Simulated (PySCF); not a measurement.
# Si2H6O7 (SMILES O[Si](O)(O)O[Si](O)(O)O) at 4 levels

Aim: a comparison of 4 runs (BHLYP/def2-SVP, PBE/def2-SVP, r2SCAN/def2-SVP, revPBE/def2-SVP) of Si2H6O7. Input form: a Python script.

The calculation is run with PySCF 2.14.0.

### 1 The molecule

Si2H6O7: 15 atoms, total charge 0, spin state singlet. As SMILES, `O[Si](O)(O)O[Si](O)(O)O`. The shape is that of a PBE0-D4/def2-TZVP optimisation. This is one conformer, not always the lowest.

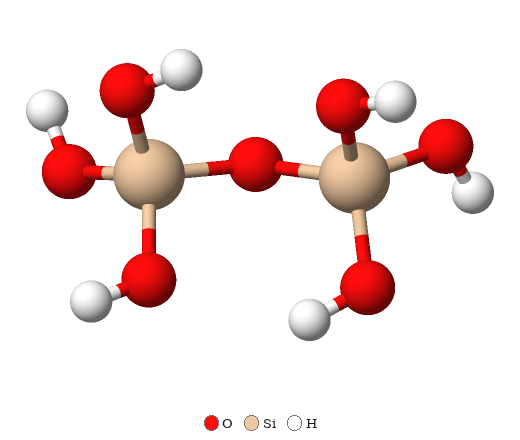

The structure, seen from a chosen angle (oxygen red, silicon light orange, hydrogen white).

### 2 A single-point energy at BHLYP/def2-SVP (run 1)

Input file job.py:

```python
# O[Si](O)(O)O[Si](O)(O)O
from pyscf import gto, dft

mol = gto.Mole()
mol.atom = '''
O       -1.128140       0.998840      -1.724240
Si      -0.854130      -0.483910      -1.106030
O       -1.046820      -1.569940      -2.294730
O       -1.861390      -0.881060       0.125650
O        0.618750      -0.535010      -0.414950
Si       1.132590       0.243100       0.919230
O        0.783030       1.812660       0.597270
O        2.730280       0.115100       1.165410
O        0.368200      -0.341800       2.234310
H       -0.705570       1.712520      -1.234420
H       -0.763300      -1.305240      -3.170900
H       -2.798580      -0.930510      -0.066820
H        1.023560       2.464470       1.256880
H        3.031800      -0.654930       1.649410
H       -0.530270      -0.644320       2.063930
'''
mol.verbose = 4
mol.basis = 'def2-svp'
mol.charge = 0
mol.max_memory = 1860
mol.build()

mf = dft.RKS(mol, xc='bhandhlyp')
mf.conv_tol = 1e-10
mf.grids.level = 5
mf.kernel()
if not mf.converged:
    mf = mf.newton().run(mf.mo_coeff, mf.mo_occ)

e_final = mf.e_tot
print('E = %.10f Eh' % e_final)
```

Started as:

```
$ OMP_NUM_THREADS=1 python job.py
```

The log of the run:

```text
PySCF version 2.14.0

[... 85 lines left out ...]
converged SCF energy = -1108.72621275872
E = -1108.7262127587 Eh
```

It took 2.7 min on 1 thread of Intel Xeon at 2.50GHz (Skylake/Cascade Lake), shared host; peak memory 1.3 GiB.

### 3 A single-point energy at PBE/def2-SVP (run 2)

Input file calc.py:

```python
from pyscf import gto, dft

mol = gto.Mole()
mol.atom = '''
O     -1.128140     0.998840    -1.724240
Si    -0.854130    -0.483910    -1.106030
O     -1.046820    -1.569940    -2.294730
O     -1.861390    -0.881060     0.125650
O      0.618750    -0.535010    -0.414950
Si     1.132590     0.243100     0.919230
O      0.783030     1.812660     0.597270
O      2.730280     0.115100     1.165410
O      0.368200    -0.341800     2.234310
H     -0.705570     1.712520    -1.234420
H     -0.763300    -1.305240    -3.170900
H     -2.798580    -0.930510    -0.066820
H      1.023560     2.464470     1.256880
H      3.031800    -0.654930     1.649410
H     -0.530270    -0.644320     2.063930
'''
mol.verbose = 3
mol.max_memory = 1860
mol.basis = 'def2-svp'
mol.spin = 0
mol.build()

mf = dft.RKS(mol)
mf.xc = 'pbe'
mf.conv_tol = 1e-10
mf.grids.level = 5
mf.kernel()
if not mf.converged:
    mf = mf.newton().run(mf.mo_coeff, mf.mo_occ)

etot = mf.e_tot
print(f'total energy: {etot:.8f} hartree')
```

Started as:

```
$ OMP_NUM_THREADS=1 python calc.py
```

The log of the run:

```text
converged SCF energy = -1108.10900365044
total energy: -1108.10900365 hartree
```

Run time: 2.7 min. Hardware: 1 thread of Intel Xeon at 2.50GHz (Skylake/Cascade Lake), shared host; peak memory 1.3 GiB.

Run 3 isn't shown in full; the table further down has it.

### 4 The energy at revPBE/def2-SVP (run 4)

Input file input.py:

```python
from pyscf import gto, dft

molecule = gto.Mole()
molecule.atom = '''
O       -1.128140       0.998840      -1.724240
Si      -0.854130      -0.483910      -1.106030
O       -1.046820      -1.569940      -2.294730
O       -1.861390      -0.881060       0.125650
O        0.618750      -0.535010      -0.414950
Si       1.132590       0.243100       0.919230
O        0.783030       1.812660       0.597270
O        2.730280       0.115100       1.165410
O        0.368200      -0.341800       2.234310
H       -0.705570       1.712520      -1.234420
H       -0.763300      -1.305240      -3.170900
H       -2.798580      -0.930510      -0.066820
H        1.023560       2.464470       1.256880
H        3.031800      -0.654930       1.649410
H       -0.530270      -0.644320       2.063930
'''
molecule.max_memory = 1860
molecule.basis = 'def2-svp'
molecule.spin = 0
molecule.verbose = 3
molecule.charge = 0
molecule.build()

mf = dft.RKS(molecule, xc='revpbe')
mf.grids.level = 5
mf.conv_tol = 1e-10
mf.kernel()
if not mf.converged:
    mf = mf.newton().run(mf.mo_coeff, mf.mo_occ)

e_final = mf.e_tot
print(f'total energy: {e_final:.8f} hartree')
```

Started as:

```
$ OMP_NUM_THREADS=1 python input.py
```

The log of the run:

```text
converged SCF energy = -1108.64351734192
total energy: -1108.64351734 hartree
```

Run time: 2.9 min. Hardware: 1 thread of Intel Xeon at 2.50GHz (Skylake/Cascade Lake), shared host; peak memory 1.3 GiB.

### 5 The series

```
run            level   energy (Eh)  dipole moment (D)  HOMO energy (eV)  LUMO energy (eV)  wall time
  1   BHLYP/def2-SVP  -1108.726213               1.31            -10.54              1.62    2.7 min
  2     PBE/def2-SVP  -1108.109004               1.21             -6.87             -0.07    2.7 min
  3  r2SCAN/def2-SVP  -1108.673131               1.26             -7.40              0.59    4.3 min
  4  revPBE/def2-SVP  -1108.643517               1.20             -6.82              0.03    2.9 min
```

### 6 Results

| quantity | value |
| --- | --- |
| run 4: total energy | -1108.64352 Eh |
| run 4: dipole moment | 1.20 D |
| run 4: HOMO energy | -6.82 eV |
| run 4: LUMO energy | 0.03 eV |
| run 4: HOMO–LUMO gap | 6.85 eV |

In words: The dipole moment (its size) runs from 1.20 D (revPBE/def2-SVP) to 1.31 D (BHLYP/def2-SVP). The HOMO–LUMO gap runs from 6.80 eV (PBE/def2-SVP) to 12.16 eV (BHLYP/def2-SVP). Totals of different functionals can't be ranked against each other. All runs together took 13 min, the longest 4.3 min.
